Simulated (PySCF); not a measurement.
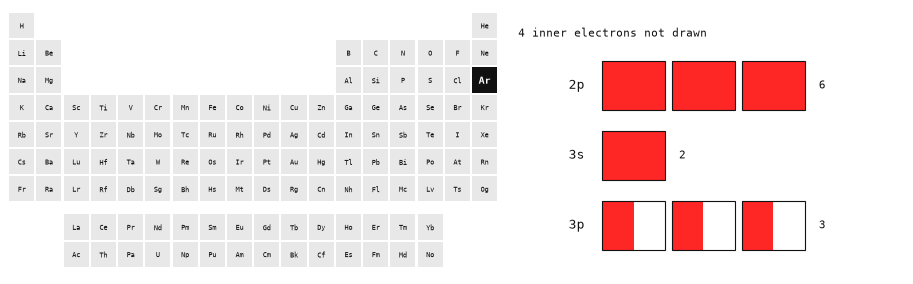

Fig. 1: Left, the place of argon in the periodic table; right, the outer shells of the nominal configuration: a box for each of the 2l + 1 orbitals, shaded by the share of the shell that is filled, with the electron count at the right.

**Run report: Ar³⁺, atomic calculation**

- system: Ar³⁺, configuration 1s2 2s2 2p6 3s2 3p3, multiplicity 4.
- method: unrestricted HF, x2c-TZVPall, spin-free X2C-1e, Gaussian nucleus (PySCF)

### The input
```python
from pyscf import gto, scf, dft, mp, cc
import basis_set_exchange as bse
mol = gto.M(atom="Ar 0 0 0", charge=3, spin=3, symmetry="D2h",
            basis=gto.basis.parse(bse.get_basis("x2c-TZVPall", elements=["Ar"], fmt="nwchem", header=False)),
            nucmod="G")
mf = scf.UHF(mol).sfx2c1e()
mf.irrep_nelec = {'Ag': (3, 3), 'B1u': (2, 1), 'B2u': (2, 1), 'B3u': (2, 1)}
mf.kernel()
```

The script is an equivalent of what the driver set up; the driver computed the properties (radii, ⟨L²⟩, response) afterwards. It also set what the script leaves out: max_cycle = 50, level_shift = 10.0, guess = 1e. It held the occupations shell by shell, which the script's counts by irreducible representation don't always enforce.

The run was one of a batch that the task file lists, launched with:
```bash
OMP_NUM_THREADS=1 python <driver script> TASK.json OUT
```

### Log (extracts)
```
damping factor = 0
level_shift factor = 10.0
DIIS = <class 'pyscf.scf.diis.CDIIS'>
diis_start_cycle = 1
diis_space = 10
diis_damp = 0
SCF conv_tol = 1e-09
SCF conv_tol_grad = None
number electrons alpha = 9  beta = 6
irrep_nelec {'Ag': (3, 3), 'B1g': (0, 0), 'B2g': (0, 0), 'B3g': (0, 0), 'Au': (0, 0), 'B1u': (2, 1), 'B2u': (2, 1), 'B3u': (2, 1)}
alpha HOMO (B1u) = 2.50600488296634  LUMO (B3u) = 9.36697969635532
  HOMO = 2.50600488297  LUMO = 8.95857071399  gap/eV = 175.58326
cycle= 1 E= -519.96372749007  delta_E= -21.3  |g|= 6.58  |ddm|= 3.97
alpha HOMO (B3u) = -0.549442425125161  LUMO (B3u) = 9.4254691263062
  HOMO = -0.549442425125  LUMO = 8.92512054371  gap/eV = 257.81599
cycle= 2 E= -523.074744109181  delta_E= -3.11  |g|= 3.18  |ddm|= 1.04
alpha HOMO (B3u) = -1.36872264358541  LUMO (B3u) = 9.45734070980613
  HOMO = -1.36872264359  LUMO = 8.85525001834  gap/eV = 278.20847
cycle= 3 E= -524.139222417584  delta_E= -1.06  |g|= 2.12  |ddm|= 0.775
alpha HOMO (B3u) = -1.67127474883779  LUMO (B1g) = 9.43345022397777
  HOMO = -1.67127474884  LUMO = 8.79091796706  gap/eV = 284.69076
cycle= 4 E= -524.729115383795  delta_E= -0.59  |g|= 1.57  |ddm|= 0.663
alpha HOMO (B3u) = -1.90889804528334  LUMO (B1g) = 9.3283793350263
  HOMO = -1.90889804528  LUMO = 8.68624580889  gap/eV = 288.30855
cycle= 5 E= -525.088541429049  delta_E= -0.359  |g|= 1.21  |ddm|= 0.547
alpha HOMO (B3u) = -2.01881698104154  LUMO (B1g) = 9.29810755633605
  HOMO = -2.01881698104  LUMO = 8.6540254088  gap/eV = 290.42283
cycle= 6 E= -525.300930730157  delta_E= -0.212  |g|= 0.933  |ddm|= 0.406
alpha HOMO (B3u) = -2.05739423685625  LUMO (B1g) = 9.28507040042448
  HOMO = -2.05739423686  LUMO = 8.63449382763  gap/eV = 290.94109
cycle= 7 E= -525.42945636628  delta_E= -0.129  |g|= 0.727  |ddm|= 0.307
alpha HOMO (B3u) = -2.09971068445455  LUMO (B1g) = 9.27616564862872
  HOMO = -2.09971068445  LUMO = 8.62538446962  gap/eV = 291.84470
cycle= 8 E= -525.508485053798  delta_E= -0.079  |g|= 0.574  |ddm|= 0.235
alpha HOMO (B3u) = -2.11311171021175  LUMO (B1g) = 9.2667704236654
  HOMO = -2.11311171021  LUMO = 8.6118546101  gap/eV = 291.84120
cycle= 9 E= -525.558940699366  delta_E= -0.0505  |g|= 0.458  |ddm|= 0.18
alpha HOMO (B3u) = -2.14175977170287  LUMO (B1g) = 9.25429296871978
  HOMO = -2.1417597717  LUMO = 8.59884590486  gap/eV = 292.26677
cycle= 10 E= -525.592199221152  delta_E= -0.0333  |g|= 0.371  |ddm|= 0.144
alpha HOMO (B3u) = -2.15136458821652  LUMO (B1g) = 9.25127331767416
  HOMO = -2.15136458822  LUMO = 8.59503993311  gap/eV = 292.42456
cycle= 11 E= -525.614293054411  delta_E= -0.0221  |g|= 0.304  |ddm|= 0.113
alpha HOMO (B3u) = -2.16213919313015  LUMO (B1g) = 9.24774976740021
  HOMO = -2.16213919313  LUMO = 8.59169623944  gap/eV = 292.62677
cycle= 12 E= -525.629198334772  delta_E= -0.0149  |g|= 0.25  |ddm|= 0.0897
alpha HOMO (B3u) = -2.16522074862295  LUMO (B1g) = 9.24752001470984
  HOMO = -2.16522074862  LUMO = 8.59129931397  gap/eV = 292.69982
cycle= 13 E= -525.639449789715  delta_E= -0.0103  |g|= 0.207  |ddm|= 0.0721
alpha HOMO (B3u) = -2.17046422669558  LUMO (B1g) = 9.24470269037523
  HOMO = -2.1704642267  LUMO = 8.58806071587  gap/eV = 292.75438
cycle= 14 E= -525.646477107512  delta_E= -0.00703  |g|= 0.173  |ddm|= 0.0571
alpha HOMO (B3u) = -2.1703886439061  LUMO (B1g) = 9.24597395310251
  HOMO = -2.17038864391  LUMO = 8.58939504854  gap/eV = 292.78863
cycle= 15 E= -525.651445486165  delta_E= -0.00497  |g|= 0.144  |ddm|= 0.047
alpha HOMO (B3u) = -2.17273744369639  LUMO (B1g) = 9.24519587224428
  HOMO = -2.1727374437  LUMO = 8.58851723054  gap/eV = 292.82866
cycle= 16 E= -525.654926012234  delta_E= -0.00348  |g|= 0.121  |ddm|= 0.0385
alpha HOMO (B3u) = -2.17347796397786  LUMO (B1g) = 9.24530182479258
  HOMO = -2.17347796398  LUMO = 8.58862826715  gap/eV = 292.85183
cycle= 17 E= -525.657391115007  delta_E= -0.00247  |g|= 0.102  |ddm|= 0.0319
alpha HOMO (B3u) = -2.17421152032593  LUMO (B1g) = 9.24522912932802
  HOMO = -2.17421152033  LUMO = 8.58853043829  gap/eV = 292.86913
cycle= 18 E= -525.659143913174  delta_E= -0.00175  |g|= 0.0857  |ddm|= 0.0265
alpha HOMO (B3u) = -2.17467481369116  LUMO (B1g) = 9.24521726432816
  HOMO = -2.17467481369  LUMO = 8.58850686813  gap/eV = 292.88109
cycle= 19 E= -525.660392851594  delta_E= -0.00125  |g|= 0.0723  |ddm|= 0.022
alpha HOMO (B3u) = -2.17501160148742  LUMO (B1g) = 9.24522058148349
  HOMO = -2.17501160149  LUMO = 8.58849313104  gap/eV = 292.88988
cycle= 20 E= -525.661285257256  delta_E= -0.000892  |g|= 0.0611  |ddm|= 0.0184
alpha HOMO (B3u) = -2.17534262087494  LUMO (B1g) = 9.24514601369296
  HOMO = -2.17534262087  LUMO = 8.58839478898  gap/eV = 292.89621
cycle= 21 E= -525.66192402722  delta_E= -0.000639  |g|= 0.0517  |ddm|= 0.0153
alpha HOMO (B3u) = -2.17534680562418  LUMO (B1g) = 9.24522265702374
  HOMO = -2.17534680562  LUMO = 8.58848897259  gap/eV = 292.89889
cycle= 22 E= -525.662383634582  delta_E= -0.00046  |g|= 0.0438  |ddm|= 0.0128
alpha HOMO (B3u) = -2.17545291746743  LUMO (B1g) = 9.24523618575189
  HOMO = -2.17545291747  LUMO = 8.58850466118  gap/eV = 292.90220
cycle= 23 E= -525.66271385694  delta_E= -0.00033  |g|= 0.0371  |ddm|= 0.0107
alpha HOMO (B3u) = -2.17552132309033  LUMO (B1g) = 9.24522858500097
  HOMO = -2.17552132309  LUMO = 8.5884859472  gap/eV = 292.90356
cycle= 24 E= -525.662951567954  delta_E= -0.000238  |g|= 0.0314  |ddm|= 0.0089
alpha HOMO (B3u) = -2.17558595408142  LUMO (B1g) = 9.24523132610691
  HOMO = -2.17558595408  LUMO = 8.58849033328  gap/eV = 292.90544
cycle= 25 E= -525.663122789273  delta_E= -0.000171  |g|= 0.0266  |ddm|= 0.00748
alpha HOMO (B3u) = -2.17562653412771  LUMO (B1g) = 9.24523862802527
  HOMO = -2.17562653413  LUMO = 8.58849682183  gap/eV = 292.90672
cycle= 26 E= -525.663246263743  delta_E= -0.000123  |g|= 0.0226  |ddm|= 0.00628
alpha HOMO (B3u) = -2.17566324578022  LUMO (B1g) = 9.24524090444598
  HOMO = -2.17566324578  LUMO = 8.58849890449  gap/eV = 292.90777
cycle= 27 E= -525.663335318136  delta_E= -8.91e-05  |g|= 0.0192  |ddm|= 0.00529
alpha HOMO (B3u) = -2.17569096378008  LUMO (B1g) = 9.24524388003709
  HOMO = -2.17569096378  LUMO = 8.58850385554  gap/eV = 292.90866
cycle= 28 E= -525.663399642481  delta_E= -6.43e-05  |g|= 0.0163  |ddm|= 0.00445
alpha HOMO (B3u) = -2.17571035603235  LUMO (B1g) = 9.24524064956682
  HOMO = -2.17571035603  LUMO = 8.5884997494  gap/eV = 292.90908
cycle= 29 E= -525.663446100713  delta_E= -4.65e-05  |g|= 0.0138  |ddm|= 0.00376
alpha HOMO (B3u) = -2.17572763773471  LUMO (B1g) = 9.24524286169624
  HOMO = -2.17572763773  LUMO = 8.58850399429  gap/eV = 292.90966
cycle= 30 E= -525.663479689102  delta_E= -3.36e-05  |g|= 0.0118  |ddm|= 0.00317
alpha HOMO (B3u) = -2.17573063142617  LUMO (B1g) = 9.24524047410844
  HOMO = -2.17573063143  LUMO = 8.58849953553  gap/eV = 292.90962
cycle= 31 E= -525.663503952724  delta_E= -2.43e-05  |g|= 0.00999  |ddm|= 0.00267
alpha HOMO (B3u) = -2.1757395428729  LUMO (B1g) = 9.24524213465386
  HOMO = -2.17573954287  LUMO = 8.58850213623  gap/eV = 292.90994
cycle= 32 E= -525.663521511498  delta_E= -1.76e-05  |g|= 0.00849  |ddm|= 0.00226
alpha HOMO (B3u) = -2.17574608503951  LUMO (B1g) = 9.2452452363472
  HOMO = -2.17574608504  LUMO = 8.58850711496  gap/eV = 292.91025
cycle= 33 E= -525.663534227745  delta_E= -1.27e-05  |g|= 0.00722  |ddm|= 0.00191
alpha HOMO (B3u) = -2.17574988224321  LUMO (B1g) = 9.245244938675
  HOMO = -2.17574988224  LUMO = 8.58850665654  gap/eV = 292.91034
cycle= 34 E= -525.663543432261  delta_E= -9.2e-06  |g|= 0.00614  |ddm|= 0.00161
alpha HOMO (B3u) = -2.17575276822104  LUMO (B1g) = 9.24524495281517
  HOMO = -2.17575276822  LUMO = 8.58850686171  gap/eV = 292.91042
cycle= 35 E= -525.663550099921  delta_E= -6.67e-06  |g|= 0.00522  |ddm|= 0.00136
alpha HOMO (B3u) = -2.17575453043893  LUMO (B1g) = 9.24524422017921
  HOMO = -2.17575453044  LUMO = 8.58850578366  gap/eV = 292.91044
cycle= 36 E= -525.663554929385  delta_E= -4.83e-06  |g|= 0.00444  |ddm|= 0.00115
alpha HOMO (B3u) = -2.17575614726757  LUMO (B1g) = 9.2452442700952
  HOMO = -2.17575614727  LUMO = 8.5885059264  gap/eV = 292.91049
cycle= 37 E= -525.663558428787  delta_E= -3.5e-06  |g|= 0.00378  |ddm|= 0.000977
alpha HOMO (B3u) = -2.17575712210227  LUMO (B1g) = 9.24524486514502
  HOMO = -2.1757571221  LUMO = 8.58850681178  gap/eV = 292.91054
cycle= 38 E= -525.663560965559  delta_E= -2.54e-06  |g|= 0.00322  |ddm|= 0.000828
alpha HOMO (B3u) = -2.17575785097828  LUMO (B1g) = 9.24524479343724
  HOMO = -2.17575785098  LUMO = 8.58850666  gap/eV = 292.91056
cycle= 39 E= -525.663562804239  delta_E= -1.84e-06  |g|= 0.00274  |ddm|= 0.000702
alpha HOMO (B3u) = -2.17575852118167  LUMO (B1g) = 9.24524498146742
  HOMO = -2.17575852118  LUMO = 8.58850698648  gap/eV = 292.91058
cycle= 40 E= -525.663564137472  delta_E= -1.33e-06  |g|= 0.00233  |ddm|= 0.000595
alpha HOMO (B3u) = -2.17575895738423  LUMO (B1g) = 9.24524499253088
  HOMO = -2.17575895738  LUMO = 8.58850698185  gap/eV = 292.91060
cycle= 41 E= -525.663565104231  delta_E= -9.67e-07  |g|= 0.00198  |ddm|= 0.000505
alpha H
```

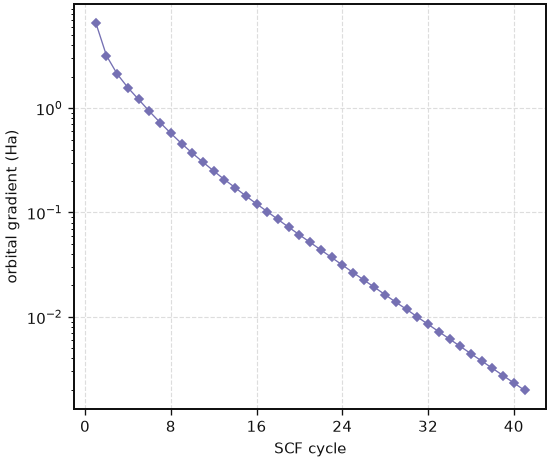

Fig. 2: Convergence: orbital gradient against the SCF cycle. The residual is still falling at the last step (down to 2 × 10⁻³), so the run was stopped before it reached the threshold. It goes from 6.6 to 0.0020 in 41 steps.

### What the run reported

- outcome: not converged
- total energy: −525.663568 hartree
- ⟨S²⟩: 3.751
- SCF iterations: 50
- hardware: 1 thread of Arm Neoverse N1, 45 GiB of memory available, shared host
- wall time: 0.51 s

### What went wrong

The run did not meet its convergence test in 50 iterations, so its last values are not results. Caveats: level shift left on, which raises the virtual orbital energies.
